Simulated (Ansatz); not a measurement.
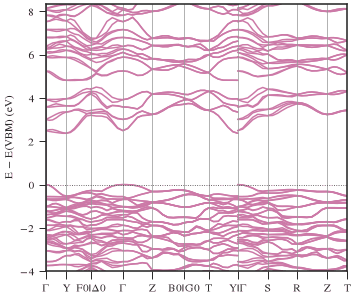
Figure: Band structure from DFT-PBEsol with spin–orbit coupling in the program Ansatz with PAW potentials

The gap is 2.37 eV; an edge lies off the plotted path or next to a special point (maximum on the Γ–Y line, 1 % of the way from Γ, minimum on the Γ–Y line, 91 % of the way from Γ).

The material is SiBi$_{2}$O$_{5}$ in space group Cmc2_1 (No. 36; Pearson symbol oS32).

The workflow started from a Materials Project entry (that database holds measured and hypothetical structures alike); the Crystallography Open Database copy checked does not list it. Its standing as an ambient phase is unchecked. Symmetry was held in the PBEsol relaxation; of distortions, only those at the zone centre were tested.

Potentials: the later of the program's two PAW sets.
